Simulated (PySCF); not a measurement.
**Run report: ZrP$_{2}$H$_{6}$Cl$_{4}$, geometry relaxation (part 2 of 2)**

ZrP$_{2}$H$_{6}$Cl$_{4}$ (cis-Zr(PH3)2Cl4), SMILES [PH3]->[Zr](<-[PH3])([Cl])([Cl])([Cl])[Cl]; PBE0-D3(BJ)/def2-SVP geometry optimisation, gas phase (PySCF 2.14.0). It belongs to a series of runs on one base structure; here: cis, PH3.

Geometry of the input (Å):
```
Zr -0.7945  -0.0742  -0.8504
P  -0.9956  -0.0954  1.8958
H  -2.1982  0.5782  2.2551
H  -0.0639  0.6987  2.7075
H  -1.1415  -1.1086  2.8229
Cl -0.6860  0.3535  -3.1278
P  1.9366  0.0767  -0.9761
H  2.7541  -0.6525  -0.1406
H  2.8569  1.1009  -1.0809
H  2.3016  -0.6216  -2.0784
Cl -3.1398  -0.3454  -0.6545
Cl -0.6445  2.1939  -0.0552
Cl -0.1545  -2.1562  -0.6952
```

## Trajectory as extended XYZ, continued
```
13
Properties=species:S:1:pos:R:3:forces:R:3 step=15 energy=-70010.40053
Zr   -1.0401   -0.0139   -1.0219    0.0422  -0.0444   0.0334
P    -0.7719   -0.3658    1.7829   -0.0222   0.0228   0.0040
H    -1.6663    0.3875    2.5825    0.0024  -0.0100   0.0113
H     0.4375    0.0228    2.4170    0.0057  -0.0068   0.0014
H    -0.9231   -1.6377    2.3924   -0.0038   0.0048  -0.0133
Cl   -0.6582    0.4381   -3.3043   -0.0145  -0.0091   0.0044
P     1.7665    0.3637   -0.8091    0.0405  -0.0222  -0.0032
H     2.4311    0.0119    0.3963   -0.0132   0.0081  -0.0065
H     2.3473    1.6447   -0.9919   -0.0122  -0.0037  -0.0080
H     2.5699   -0.3876   -1.7030   -0.0103   0.0142   0.0086
Cl   -3.3120   -0.4870   -0.6119   -0.0150   0.0164  -0.0071
Cl   -0.9676    2.2329   -0.1646   -0.0074   0.0038  -0.0061
Cl   -0.1825   -2.2618   -0.9420    0.0080   0.0261  -0.0189
13
Properties=species:S:1:pos:R:3:forces:R:3 step=16 energy=-70010.40274
Zr   -1.0344   -0.0122   -1.0155    0.0119  -0.0771   0.0137
P    -0.7786   -0.3967    1.7864    0.0009   0.0172   0.0103
H    -1.6572    0.3463    2.6130   -0.0017  -0.0036  -0.0027
H     0.4390   -0.0455    2.4274    0.0056  -0.0070  -0.0033
H    -0.9460   -1.6827    2.3596   -0.0070   0.0011  -0.0061
Cl   -0.6639    0.4332   -3.3006   -0.0115   0.0005   0.0022
P     1.7676    0.3956   -0.8161    0.0431   0.0002   0.0036
H     2.4404    0.0841    0.3956   -0.0132   0.0049  -0.0019
H     2.3129    1.6884   -1.0213   -0.0057  -0.0033  -0.0067
H     2.5930   -0.3476   -1.6963   -0.0162   0.0013   0.0032
Cl   -3.3075   -0.4891   -0.6105   -0.0036   0.0152  -0.0059
Cl   -0.9692    2.2316   -0.1541   -0.0008   0.0089  -0.0023
Cl   -0.1655   -2.2574   -0.9453   -0.0019   0.0418  -0.0042
13
Properties=species:S:1:pos:R:3:forces:R:3 step=18 energy=-70010.40432
Zr   -1.0291   -0.0172   -1.0051   -0.0130  -0.0122  -0.0095
P    -0.7834   -0.4167    1.7942    0.0104  -0.0025   0.0042
H    -1.6469    0.3249    2.6376    0.0018   0.0083  -0.0044
H     0.4433   -0.1067    2.4392    0.0008  -0.0024  -0.0005
H    -0.9776   -1.7111    2.3383   -0.0053   0.0009   0.0033
Cl   -0.6814    0.4173   -3.2954   -0.0023   0.0037  -0.0009
P     1.7734    0.4205   -0.8271   -0.0083   0.0168  -0.0010
H     2.4530    0.1525    0.3904    0.0018   0.0004   0.0031
H     2.2907    1.7185   -1.0668    0.0034  -0.0014  -0.0038
H     2.6073   -0.3275   -1.6938    0.0024  -0.0116   0.0012
Cl   -3.3051   -0.4825   -0.6022    0.0024   0.0026  -0.0033
Cl   -0.9642    2.2297   -0.1501    0.0025   0.0014   0.0044
Cl   -0.1495   -2.2539   -0.9370    0.0036  -0.0040   0.0072
13
Properties=species:S:1:pos:R:3:forces:R:3 step=20 energy=-70010.40531
Zr   -1.0304   -0.0297   -0.9985   -0.0034   0.0635  -0.0021
P    -0.7759   -0.4257    1.8012   -0.0061  -0.0168  -0.0104
H    -1.6090    0.3425    2.6512    0.0068   0.0102   0.0026
H     0.4653   -0.1661    2.4403   -0.0014   0.0030   0.0006
H    -1.0159   -1.7153    2.3383   -0.0009   0.0047   0.0093
Cl   -0.7003    0.3956   -3.2927    0.0030   0.0009  -0.0018
P     1.7714    0.4387   -0.8390   -0.0306  -0.0084  -0.0075
H     2.4516    0.2271    0.3891    0.0070   0.0030   0.0035
H     2.2726    1.7319   -1.1304    0.0044  -0.0001  -0.0042
H     2.6131   -0.3358   -1.6745    0.0141  -0.0037   0.0030
Cl   -3.3081   -0.4777   -0.5899    0.0008  -0.0129  -0.0013
Cl   -0.9600    2.2220   -0.1507   -0.0025  -0.0060   0.0022
Cl   -0.1439   -2.2596   -0.9223    0.0089  -0.0375   0.0061
13
Properties=species:S:1:pos:R:3:forces:R:3 step=21 energy=-70010.40596
Zr   -1.0329   -0.0382   -0.9960    0.0099   0.0746   0.0081
P    -0.7689   -0.4287    1.8042   -0.0162  -0.0173  -0.0126
H    -1.5741    0.3653    2.6574    0.0069   0.0071   0.0051
H     0.4832   -0.2048    2.4355   -0.0007   0.0048  -0.0018
H    -1.0432   -1.7099    2.3452    0.0011   0.0060   0.0087
Cl   -0.7074    0.3813   -3.2919    0.0020  -0.0014  -0.0018
P     1.7666    0.4472   -0.8465   -0.0210  -0.0242  -0.0050
H     2.4440    0.2799    0.3902    0.0042   0.0057   0.0023
H     2.2595    1.7341   -1.1769    0.0016   0.0002  -0.0045
H     2.6179   -0.3482   -1.6527    0.0117   0.0040   0.0025
Cl   -3.3106   -0.4796   -0.5820   -0.0004  -0.0185  -0.0016
Cl   -0.9604    2.2161   -0.1532   -0.0041  -0.0074  -0.0011
Cl   -0.1430   -2.2667   -0.9112    0.0051  -0.0334   0.0017
13
Properties=species:S:1:pos:R:3:forces:R:3 step=22 energy=-70010.40663
Zr   -1.0354   -0.0458   -0.9944    0.0212   0.0512   0.0136
P    -0.7631   -0.4300    1.8059   -0.0202  -0.0123  -0.0083
H    -1.5364    0.3919    2.6626    0.0045   0.0019   0.0038
H     0.5000   -0.2413    2.4267    0.0017   0.0047  -0.0046
H    -1.0710   -1.7000    2.3550    0.0019   0.0048   0.0057
Cl   -0.7101    0.3672   -3.2916   -0.0017  -0.0025  -0.0007
P     1.7607    0.4528   -0.8527    0.0000  -0.0289   0.0020
H     2.4329    0.3335    0.3927   -0.0007   0.0070   0.0001
H     2.2447    1.7321   -1.2229   -0.0021   0.0000  -0.0043
H     2.6255   -0.3613   -1.6258    0.0040   0.0081   0.0007
Cl   -3.3122   -0.4868   -0.5758   -0.0006  -0.0172  -0.0021
Cl   -0.9616    2.2107   -0.1570   -0.0054  -0.0048  -0.0039
Cl   -0.1434   -2.2751   -0.9006   -0.0027  -0.0119  -0.0020
13
Properties=species:S:1:pos:R:3:forces:R:3 step=24 energy=-70010.40736
Zr   -1.0358   -0.0507   -0.9923    0.0105  -0.0095   0.0026
P    -0.7625   -0.4353    1.8060   -0.0056  -0.0004   0.0034
H    -1.4995    0.4110    2.6712   -0.0007  -0.0016  -0.0009
H     0.5129   -0.2822    2.4115    0.0017   0.0018  -0.0034
H    -1.1002   -1.6943    2.3622    0.0007   0.0001  -0.0006
Cl   -0.7102    0.3549   -3.2909   -0.0035  -0.0003   0.0004
P     1.7568    0.4602   -0.8556    0.0135  -0.0051   0.0072
H     2.4219    0.3993    0.3978   -0.0024   0.0029  -0.0011
H     2.2244    1.7324   -1.2695   -0.0032   0.0000  -0.0021
H     2.6411   -0.3664   -1.5927   -0.0045   0.0011  -0.0009
Cl   -3.3100   -0.5065   -0.5731    0.0005  -0.0031  -0.0005
Cl   -0.9666    2.2068   -0.1605   -0.0008   0.0016  -0.0019
Cl   -0.1418   -2.2814   -0.8920   -0.0063   0.0125  -0.0021
```

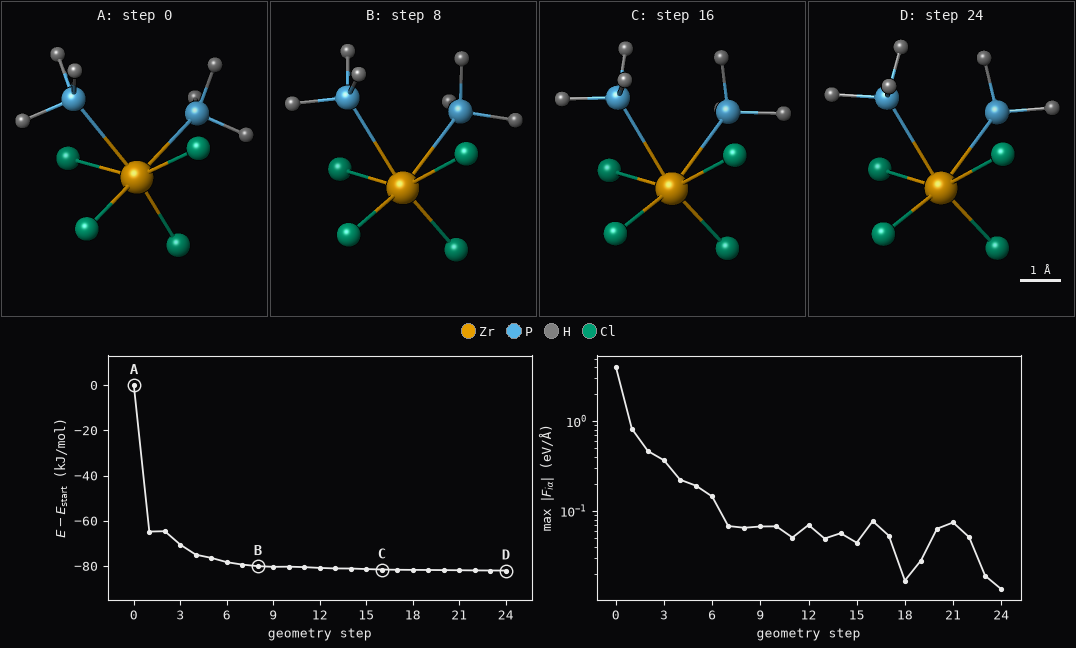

*Frames of the relaxation (ball-and-stick view, seen at a tilt) above the curves, on which the letters mark them (steps are counted from 0).*

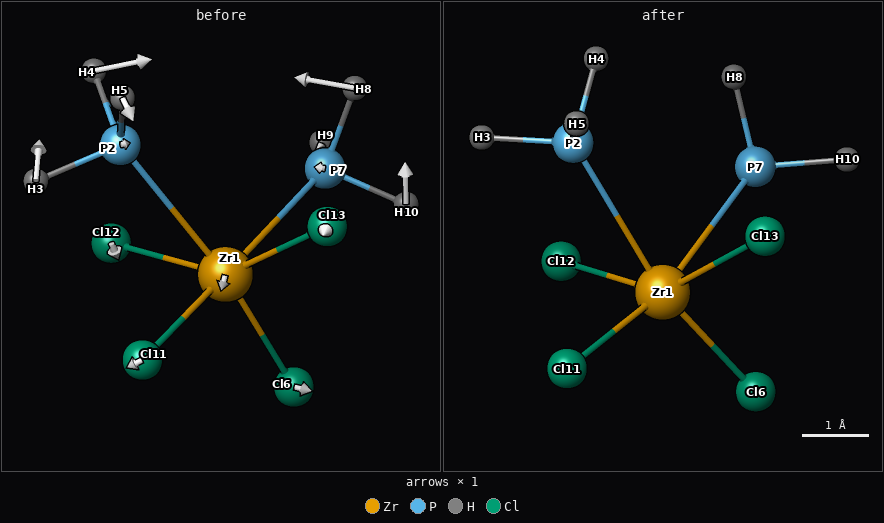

*Before (left) and after (right) the relaxation, at one scale (ball-and-stick view, seen at a tilt). The white arrows give the displacements, at true length.*

After 24 geometry steps the energy has fallen by 82.0 kJ/mol. Largest force component: 4.1 eV/Å at the start, 0.013 eV/Å at the end. H8 moves most after the best rigid fit: 1.01 Å. By element the largest moves are H 1.01 Å, Cl 0.35 Å, Zr 0.28 Å, P 0.19 Å. Among the contacts that change: Zr1–Cl13 2.184 → 2.405 Å, Zr1–P7 2.738 → 2.842 Å, Zr1–P2 2.754 → 2.838 Å, P7–H10 1.355 → 1.417 Å. Among the angles that change: Zr1–P7–H9 135.2° → 118.1°, Zr1–P2–H5 133.1° → 119.0°, P2–Zr1–P7 96.8° → 83.2°. (Atoms are counted from 1 in the order of the input.)

## Summary

```tsv
quantity	value
outcome	converged
total energy	−2572.835037 hartree
dipole moment	6.40 D
point group	C2
wall time	9.5 min
peak memory	0.78 GiB
```
